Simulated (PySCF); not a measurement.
Dissociation curve of H2 (cation, charge +1), doublet.

Computed with: NEVPT2 = SC-NEVPT2 on CASSCF(1,2)/6-31G, all electrons correlated in PySCF; UKS-TPSSh = PySCF with unrestricted TPSSh/6-31G; UKS-r2SCAN = unrestricted r2SCAN/6-31G (PySCF); CASSCF(1,2)/6-31G (PySCF).

Energies are in mEh, each relative to the lowest point of its own curve near equilibrium.

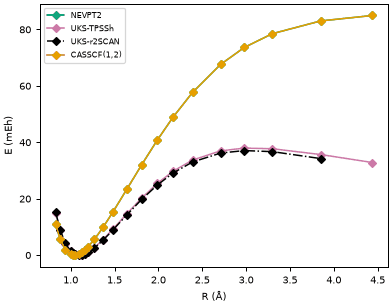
Fig. 1. Energy against bond length for each method.

| R / Å | NEVPT2 | UKS-TPSSh | UKS-r2SCAN | CASSCF(1,2) |
|---|---|---|---|---|
| 0.83 | 10.9 | 15.0 | 15.1 | 10.9 |
| 0.88 | 5.7 | 8.8 | 9.0 | 5.7 |
| 0.94 | 2.0 | 4.0 | 4.1 | 2.0 |
| 1.00 | 0.3 | 1.3 | 1.4 | 0.3 |
| 1.03 | 0.0 | 0.6 | 0.7 | 0.0 |
| 1.05 | 0.0 | 0.3 | 0.3 | 0.0 |
| 1.10 | 0.5 | 0.0 | 0.0 | 0.5 |
| 1.13 | 1.0 | 0.1 | 0.1 | 1.0 |
| 1.16 | 1.8 | 0.4 | 0.4 | 1.8 |
| 1.20 | 3.0 | 1.1 | 1.0 | 3.0 |
| 1.27 | 5.5 | 2.6 | 2.5 | 5.5 |
| 1.37 | 9.9 | 5.5 | 5.3 | 9.9 |
| 1.48 | 15.2 | 9.2 | 8.8 | 15.2 |
| 1.64 | 23.3 | 14.7 | 14.3 | 23.3 |
| 1.81 | 32.0 | 20.2 | 19.8 | 32.0 |
| 1.99 | 40.9 | 25.5 | 24.9 | 40.9 |
| 2.17 | 49.0 | 29.8 | 29.2 | 49.0 |
| 2.39 | 57.7 | 33.7 | 33.0 | 57.7 |
| 2.71 | 67.6 | 37.0 | 36.2 | 67.6 |
| 2.98 | 73.6 | 37.9 | 37.1 | 73.6 |
| 3.30 | 78.5 | 37.7 | 36.7 | 78.5 |
| 3.85 | 83.0 | 35.7 | 34.2 | 83.0 |
| 4.44 | 84.9 | 32.8 | — | 84.9 |

The UKS-TPSSh curve passes through a maximum at 2.98 Å and then falls by 5.1 mEh up to the last usable point.

Dashes: no converged value, or the column stops at the first point that the program doubted or that broke a chosen test of continuity, which isn't proof of a fault.

At the longest distance UKS-TPSSh, UKS-r2SCAN leaves fractional charges on the fragments, a sign of delocalisation error or of the restricted form.
